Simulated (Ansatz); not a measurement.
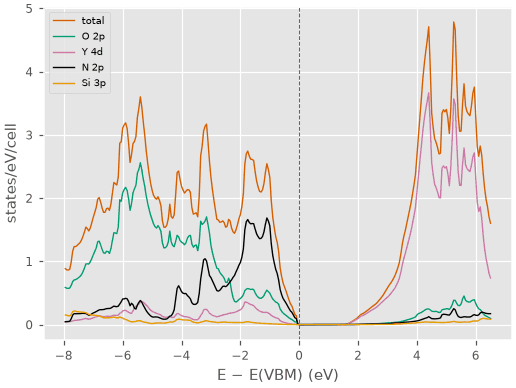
Figure: Total and projected density of states of YSiNO₂ in space group P4/mmm (No. 123; Y on 1b, Si on 1c, N on 1d, O on 2f), plane-wave PAW PBEsol (Ansatz code)

Question: Which orbitals carry the states next to the gap?

Answer: Top 1 eV of the valence band: N 2p 64 %, O 2p 25 %, Y 4d 7 %. Bottom 1 eV of the conduction band: Y 4d 83 %, O 2s 6 %. Projections are on Löwdin-orthogonalised atomic valence shells; empty p or d shells of many metals are not among them.

Question: Where is the tallest occupied peak in this window, and what makes it?

Answer: Near -5.4 eV, about 3.6 states/eV per cell; the largest projected share is O 2p.

The start of the workflow was typed in or built on a structure type; neither database checked (COD, Materials Project) lists it. COD files the formula under space group No. 15, 63. Its standing as an ambient phase is unchecked. The cell was relaxed with PBEsol under the symmetry of its start. At this level the phase is dynamically unstable (imaginary phonons). The run is not spin-polarised. Spin–orbit coupling is left out wherever it is not named.

Potentials: the later of the program's two PAW sets.
